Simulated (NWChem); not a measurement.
# C2H5BO3 (SMILES C=COB(O)O) at 5 levels

Aim: a comparison of 5 runs (HF/STO-3G, HF/3-21G, HF/cc-pVDZ, B3LYP/6-31G*) of C2H5BO3. 

Program for the calculation: NWChem 7.3.0.

## 1. Starting point

C2H5BO3: 11 atoms, total charge 0, spin state singlet. As SMILES, `C=COB(O)O`. Geometry: relaxed at PBE0-D4/def2-TZVP. This is one conformer, not always the lowest.

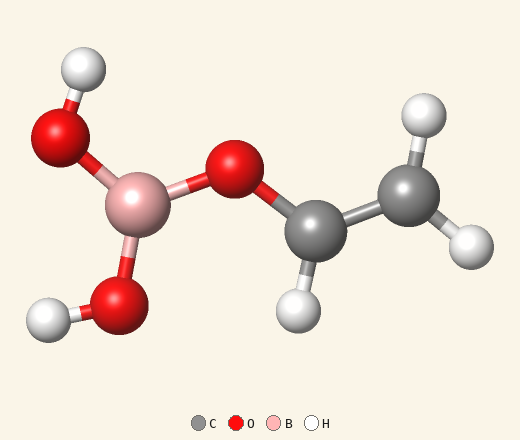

The structure, seen from a chosen angle (carbon grey, oxygen red, boron pink, hydrogen white).

## 2. Energy and gradient at HF/STO-3G (run 1)

File c2h5bo3.nw:

```
start c2h5bo3
title "C2H5BO3 gradient"
memory total 2200 mb

geometry units angstroms noautosym nocenter noautoz
  C     -1.316600    -1.463300     1.187300
  C     -0.691400    -0.818600     0.216500
  O      0.154300     0.215900     0.473400
  B      0.806400     0.897500    -0.523600
  O      1.638900     1.922500    -0.184800
  O      0.625900     0.557000    -1.828800
  H     -1.980700    -2.280400     0.943900
  H     -1.180000    -1.192500     2.226800
  H     -0.809600    -1.068200    -0.833300
  H      1.679500     2.061600     0.764100
  H      1.138600     1.111400    -2.420700
end

basis spherical bse
  * library STO-3G
end

scf
  thresh 1e-08
  maxiter 80
end

task scf gradient
```

Run with:

```console
$ nwchem c2h5bo3.nw > c2h5bo3.out
```

Output:

```text
[...]
  functions       =    35
[...]
  wavefunction    = RHF
[...]
         Total SCF energy =   -323.733273081724
      One-electron energy =   -885.888433578619
      Two-electron energy =    341.049225053844
 Nuclear repulsion energy =    221.105935443050
        Time for solution =      1.5s
[...]
                         RHF ENERGY GRADIENTS
    atom               coordinates                        gradient
                 x          y          z           x          y          z
   1 C      -2.488013  -2.765236   2.243672   -0.005643  -0.005321   0.013517
   2 C      -1.306557  -1.546930   0.409126    0.017775   0.020371  -0.007323
   3 O       0.291585   0.407992   0.894596   -0.019711  -0.024266  -0.007620
   4 B       1.523875   1.696029  -0.989461    0.000391   0.000381  -0.000975
   5 O       3.097072   3.632998  -0.349221    0.000916   0.004032   0.030732
   6 O       1.182779   1.052577  -3.455931    0.016661   0.018109  -0.018299
   7 H      -3.742980  -4.309331   1.783712   -0.000811  -0.001352  -0.003741
   8 H      -2.229877  -2.253498   4.208042    0.001500   0.002140   0.003286
   9 H      -1.529922  -2.018605  -1.574709    0.003278   0.004250   0.003316
  10 H       3.173795   3.895859   1.443940    0.001388  -0.000900  -0.026623
  11 H       2.151642   2.100241  -4.574460   -0.015742  -0.017444   0.013730
[...]
```

Run time: 2.3 s. Hardware: 1 thread of AMD EPYC 9R45 (Zen 5), shared host; peak memory 0.1 GiB.

## 3. Energy and forces at HF/3-21G (run 2)

File input.nw:

```
start input
title "C2H5BO3"
memory 2200 mb
geometry units angstrom noautosym nocenter noautoz
C    -1.316600   -1.463300    1.187300
C    -0.691400   -0.818600    0.216500
O     0.154300    0.215900    0.473400
B     0.806400    0.897500   -0.523600
O     1.638900    1.922500   -0.184800
O     0.625900    0.557000   -1.828800
H    -1.980700   -2.280400    0.943900
H    -1.180000   -1.192500    2.226800
H    -0.809600   -1.068200   -0.833300
H     1.679500    2.061600    0.764100
H     1.138600    1.111400   -2.420700
end
basis spherical bse
* library 3-21G
end
scf
thresh 1e-08
maxiter 80
end
task scf gradient
```

Run with:

```console
$ nwchem input.nw > input.out
```

Output:

```text
[...]
  functions       =    64
[...]
  wavefunction    = RHF
[...]
         Total SCF energy =   -326.253911585376
      One-electron energy =   -885.803058277239
      Two-electron energy =    338.443211248812
 Nuclear repulsion energy =    221.105935443050
        Time for solution =      1.8s
[...]
                         RHF ENERGY GRADIENTS
    atom               coordinates                        gradient
                 x          y          z           x          y          z
   1 C      -2.488013  -2.765236   2.243672   -0.002772  -0.002566   0.007108
   2 C      -1.306557  -1.546930   0.409126    0.024705   0.029088  -0.003940
   3 O       0.291585   0.407992   0.894596   -0.007498  -0.009336  -0.003998
   4 B       1.523875   1.696029  -0.989461   -0.000276  -0.000703  -0.003410
   5 O       3.097072   3.632998  -0.349221   -0.003218  -0.004150  -0.003439
   6 O       1.182779   1.052577  -3.455931   -0.000592   0.000027   0.007382
   7 H      -3.742980  -4.309331   1.783712   -0.004445  -0.005628  -0.003135
   8 H      -2.229877  -2.253498   4.208042    0.001046   0.002188   0.008973
   9 H      -1.529922  -2.018605  -1.574709   -0.001037  -0.002382  -0.010897
  10 H       3.173795   3.895859   1.443940   -0.005345  -0.006893  -0.005375
  11 H       2.151642   2.100241  -4.574460   -0.000569   0.000356   0.010731
[...]
```

Run time: 2.6 s. Hardware: 1 thread of AMD EPYC 9R45 (Zen 5), shared host; peak memory 0.1 GiB.

Run 3 isn't shown in full; the table further down has it.

## 4. Energy and forces at B3LYP/6-31G(d) (spherical functions) (run 4)

File work.nw:

```
start work
title "C2H5BO3"
memory stack 880 mb heap 220 mb global 1100 mb
charge 0
geometry units angstrom noautosym nocenter noautoz
  C       -1.316600      -1.463300       1.187300
  C       -0.691400      -0.818600       0.216500
  O        0.154300       0.215900       0.473400
  B        0.806400       0.897500      -0.523600
  O        1.638900       1.922500      -0.184800
  O        0.625900       0.557000      -1.828800
  H       -1.980700      -2.280400       0.943900
  H       -1.180000      -1.192500       2.226800
  H       -0.809600      -1.068200      -0.833300
  H        1.679500       2.061600       0.764100
  H        1.138600       1.111400      -2.420700
end
basis spherical bse
  * library 6-31G*
end
dft
  xc b3lyp
  mult 1
  grid fine
  convergence energy 1e-08
  maxiter 100
  mulliken
end
task dft gradient
```

Run with:

```console
$ nwchem work.nw > work.out
```

Output, cut to the lines that bear on the results:

```text
[...]
          Wavefunction type:  closed shell.
          No. of atoms     :    11
          No. of electrons :    46
[...]
          Charge           :     0
          Spin multiplicity:     1
[...]
          AO basis - number of functions:    94
[...]
              XC Information
              --------------
                         B3LYP Method XC Potential
                     Hartree-Fock (Exact) Exchange  0.200
                        Slater Exchange Functional  0.800 local
                    Becke 1988 Exchange Functional  0.720 non-local
              Lee-Yang-Parr Correlation Functional  0.810
                  VWN I RPA Correlation Functional  0.190 local
[...]
 d= 0,ls=0.0,diis     1   -329.7433194769 -5.51D+02  1.15D-02  1.02D+00     1.4
[...]
 d= 0,ls=0.0,diis    10   -329.8592974202 -1.77D-09  2.77D-07  1.05D-09    11.1
         Total DFT energy =     -329.859297420212
      One electron energy =     -889.034554872177
           Coulomb energy =      380.803886596480
    Exchange-Corr. energy =      -42.734564587565
 Nuclear repulsion energy =      221.105935443050
[...]
      Total Density - Mulliken Population Analysis
     ---------------------------------------------
[...]
  wavefunction    = closed shell
                         DFT ENERGY GRADIENTS
    atom               coordinates                        gradient
                 x          y          z           x          y          z
   1 C      -2.488013  -2.765236   2.243672    0.003943   0.004123  -0.005648
   2 C      -1.306557  -1.546930   0.409126    0.000748   0.001602   0.006916
   3 O       0.291585   0.407992   0.894596   -0.003452  -0.004439  -0.003285
   4 B       1.523875   1.696029  -0.989461   -0.000651  -0.000876  -0.001039
   5 O       3.097072   3.632998  -0.349221   -0.003593  -0.003590   0.007236
   6 O       1.182779   1.052577  -3.455931    0.005256   0.006333   0.000695
   7 H      -3.742980  -4.309331   1.783712    0.001548   0.001798  -0.000463
   8 H      -2.229877  -2.253498   4.208042    0.000186   0.000037  -0.001843
   9 H      -1.529922  -2.018605  -1.574709    0.000032   0.000156   0.001192
  10 H       3.173795   3.895859   1.443940    0.000371  -0.000286  -0.007565
  11 H       2.151642   2.100241  -4.574460   -0.004388  -0.004857   0.003804
[...]
```

It took 14 s on 1 thread of AMD EPYC 9R45 (Zen 5), shared host; peak memory 0.12 GiB.

## 5. Energy and gradient at B3LYP/6-31G(d) (Cartesian functions) (run 5)

File run.py:

```python
from ase import Atoms
from ase.calculators.nwchem import NWChem

atoms = Atoms(['C', 'C', 'O', 'B', 'O', 'O', 'H', 'H', 'H', 'H', 'H'], positions=[
    [-1.316600, -1.463300, 1.187300],
    [-0.691400, -0.818600, 0.216500],
    [0.154300, 0.215900, 0.473400],
    [0.806400, 0.897500, -0.523600],
    [1.638900, 1.922500, -0.184800],
    [0.625900, 0.557000, -1.828800],
    [-1.980700, -2.280400, 0.943900],
    [-1.180000, -1.192500, 2.226800],
    [-0.809600, -1.068200, -0.833300],
    [1.679500, 2.061600, 0.764100],
    [1.138600, 1.111400, -2.420700],
])

calc = NWChem(
    label='struct',
    theory='dft',
    memory='2200 mb',
    basis='6-31G*',
    dft={'xc': 'b3lyp', 'mult': '1', 'grid': 'fine', 'convergence': 'energy 1e-08', 'iterations': '100', 'mulliken': None},
)
atoms.calc = calc

forces = atoms.get_forces()
print("Total energy (eV):", round(atoms.get_potential_energy(), 6))
print("forces (eV/A):")
for s, f in zip(atoms.symbols, forces):
    print(f"{s:2s} {f[0]:10.5f} {f[1]:10.5f} {f[2]:10.5f}")
print("dipole (e A):", atoms.get_dipole_moment().round(4))
```

Run with:

```console
$ export ASE_NWCHEM_COMMAND="nwchem PREFIX.nwi > PREFIX.nwo"
$ python run.py
```

Output:

```text
Total energy (eV): -8976.079083
forces (eV/A):
C    -0.18790   -0.19607    0.27351
C    -0.06561   -0.11292   -0.33815
O     0.18106    0.23284    0.17262
B     0.04103    0.05394    0.05204
O     0.18409    0.18425   -0.36700
O    -0.26935   -0.32478   -0.03836
H    -0.07780   -0.09040    0.02283
H    -0.01013   -0.00267    0.09400
H    -0.00067   -0.00684   -0.06140
H    -0.01851    0.01491    0.38387
H     0.22384    0.24775   -0.19402
dipole (e A): [ 0.1195  0.1387 -0.0306]
```

The calculator wrote struct.nwi:

```
title "struct"

permanent_dir struct

scratch_dir struct

start struct

geometry units angstrom nocenter noautosym noautoz
  C  -1.3166000000000000e+00 -1.4633000000000000e+00 1.1873000000000000e+00
  C  -6.9140000000000001e-01 -8.1859999999999999e-01 2.1650000000000000e-01
  O  1.5429999999999999e-01 2.1590000000000001e-01 4.7339999999999999e-01
  B  8.0640000000000001e-01 8.9749999999999996e-01 -5.2359999999999995e-01
  O  1.6389000000000000e+00 1.9225000000000001e+00 -1.8479999999999999e-01
  O  6.2590000000000001e-01 5.5700000000000005e-01 -1.8288000000000000e+00
  H  -1.9806999999999999e+00 -2.2804000000000002e+00 9.4389999999999996e-01
  H  -1.1799999999999999e+00 -1.1924999999999999e+00 2.2267999999999999e+00
  H  -8.0959999999999999e-01 -1.0682000000000000e+00 -8.3330000000000004e-01
  H  1.6795000000000000e+00 2.0615999999999999e+00 7.6410000000000000e-01
  H  1.1386000000000001e+00 1.1113999999999999e+00 -2.4207000000000001e+00
end

memory 2200 mb

basis noprint
   * library 6-31G*
end

dft
  xc b3lyp
  mult 1
  grid fine
  convergence energy 1e-08
  iterations 100
  mulliken
end

task dft gradient
```

struct.nwo, cut to the lines that bear on the results:

```text
[...]
         Total DFT energy =     -329.864824768960
[...]
  wavefunction    = closed shell
                         DFT ENERGY GRADIENTS
    atom               coordinates                        gradient
                 x          y          z           x          y          z
   1 C      -2.488013  -2.765236   2.243672    0.003654   0.003813  -0.005319
   2 C      -1.306557  -1.546930   0.409126    0.001276   0.002196   0.006576
   3 O       0.291585   0.407992   0.894596   -0.003521  -0.004528  -0.003357
[... 7 lines of this table left out ...]
  11 H       2.151642   2.100241  -4.574460   -0.004353  -0.004818   0.003773
[...]
```

Run time: 16 s. Hardware: 1 thread of AMD EPYC 9R45 (Zen 5), shared host; peak memory 0.13 GiB.

## 6. All runs side by side

```
run                               level  iteration cap  module  energy (Eh)  dipole moment (D)  HOMO energy (eV)  LUMO energy (eV)  wall time
  1                           HF/STO-3G             80     scf  -323.733273               0.72             -7.43              8.73      2.3 s
  2                            HF/3-21G             80     scf  -326.253912               0.69             -9.44              5.36      2.6 s
  3                          HF/cc-pVDZ             80     scf  -328.087454               0.79             -9.45              5.02       28 s
  4  B3LYP/6-31G* (spherical functions)            100     dft  -329.859297               0.90             -6.35              0.97       14 s
  5  B3LYP/6-31G* (Cartesian functions)            100     dft  -329.864825               0.89             -6.35              0.97       16 s
```

## 7. What came out

```
                       quantity          value
            run 5: total energy  -329.86482 Eh
           run 5: dipole moment         0.89 D
             run 5: HOMO energy       -6.35 eV
             run 5: LUMO energy        0.97 eV
           run 5: HOMO–LUMO gap        7.32 eV
run 5: largest force on an atom     0.450 eV/Å
```

What this shows: The dipole moment (its size) runs from 0.69 D (HF/3-21G) to 0.90 D (B3LYP/6-31G*). The two ends differ in method and basis. The HOMO–LUMO gap runs from 7.32 eV (B3LYP/6-31G*) to 16.16 eV (HF/STO-3G). In run 1 the basis is minimal, so the values are rough. All runs together took 63 s, the longest 28 s.
